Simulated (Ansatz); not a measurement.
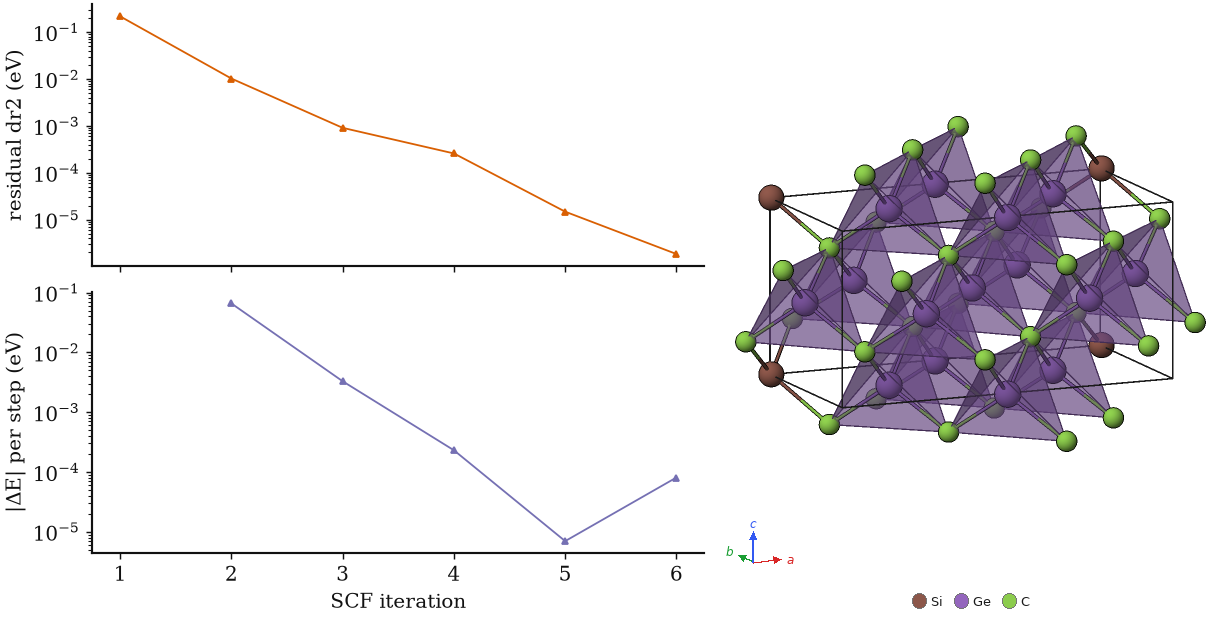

Beside the plot: the structure.

The plot shows the SCF iterations of a calculation: density residual dr2, step-to-step change of the Harris–Foulkes energy. The starting density is a sum of atomic densities corrected by a trained network.

SiGe$_{7}$C$_{8}$ (16 atoms in the cell), run with Ansatz.

```
crystal:
  lattice:
    - [9.079841, 0.000000, 0.000000]
    - [0.000000, 4.539920, 0.000000]
    - [0.000000, 0.000000, 4.539920]
  atoms:
    - { symbol: Si, position: [0.002135, 0.990640, 0.002253] }
    - { symbol: Ge, position: [0.499878, 0.998562, 0.994543] }
    - { symbol: Ge, position: [0.249256, 0.491858, 0.993339] }
    - { symbol: Ge, position: [0.746350, 0.495517, 0.994883] }
    - { symbol: Ge, position: [0.253619, 0.997447, 0.491222] }
    - { symbol: Ge, position: [0.747633, 0.996455, 0.497395] }
    - { symbol: Ge, position: [0.997229, 0.502555, 0.500407] }
    - { symbol: Ge, position: [0.503432, 0.503008, 0.500218] }
    - { symbol: C, position: [0.122659, 0.248929, 0.249813] }
    - { symbol: C, position: [0.624062, 0.247466, 0.252853] }
    - { symbol: C, position: [0.375474, 0.742469, 0.257890] }
    - { symbol: C, position: [0.872526, 0.751637, 0.252844] }
    - { symbol: C, position: [0.376259, 0.249841, 0.753186] }
    - { symbol: C, position: [0.874688, 0.246692, 0.751453] }
    - { symbol: C, position: [0.126510, 0.755937, 0.741517] }
    - { symbol: C, position: [0.626551, 0.760439, 0.751604] }
kpoints:
  mp_grid: { grid: [2, 2, 2], shift: [0.5, 0.5, 0.5] }
hamiltonian:
  xc: pbesol
scf:
  occupations: { method: fermi_dirac, width: 0.01 }
  max_iter: 6
output:
  forces: true
  eigenvalues: true
  stress: true
```

Command:
```bash
ansatz run in.yaml --threads 7 --pin off --max-ram 13300MiB --runs-dir r --events-out ev --progress --plain
```

Q: How did this run end?

A: It did not converge: it stopped after 6 iterations. The residual is still falling at the last step (down to 1.8 × 10⁻⁶).

Q: Read the residual at the first and at the last step drawn.

A: It starts near 0.2 and ends near 2 × 10⁻⁶ eV.
